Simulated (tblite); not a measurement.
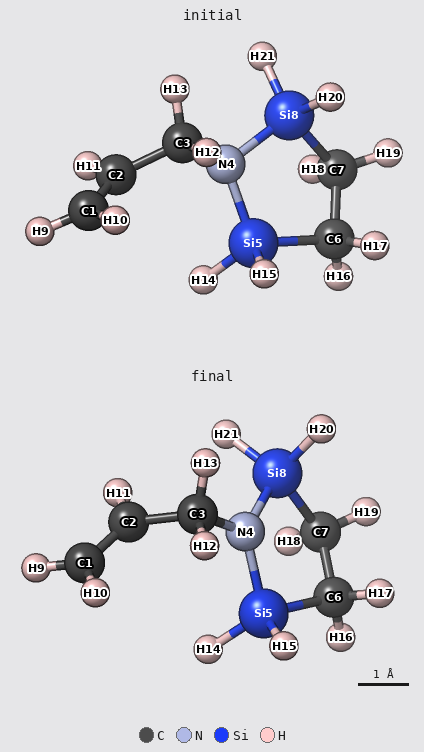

The structure of C$_{5}$H$_{13}$NSi$_{2}$ before (top) and after (bottom) a relaxation, at one scale.

The picture is a ball-and-stick view, seen at a tilt.

Level of theory: GFN2-xTB geometry optimisation, gas phase (tblite). 

Summarise the run.

Over 175 geometry steps the energy falls by 0.405 eV. The atom that moves furthest after the best rigid fit is H9 (1.00 Å). Largest moves by element: H 1.00 Å, N 0.62 Å, C 0.60 Å, Si 0.44 Å. Near-neighbour distances that change, for instance: C3–N4 1.476 → 1.446 Å, C1–C2 1.343 → 1.319 Å, N4–Si5 1.714 → 1.736 Å, Si5–H14 1.486 → 1.470 Å. Bond angles that change, for instance: Si5–N4–Si8 104.2° → 116.8°, N4–Si5–C6 108.0° → 96.9°, N4–Si8–C7 105.1° → 97.9°.
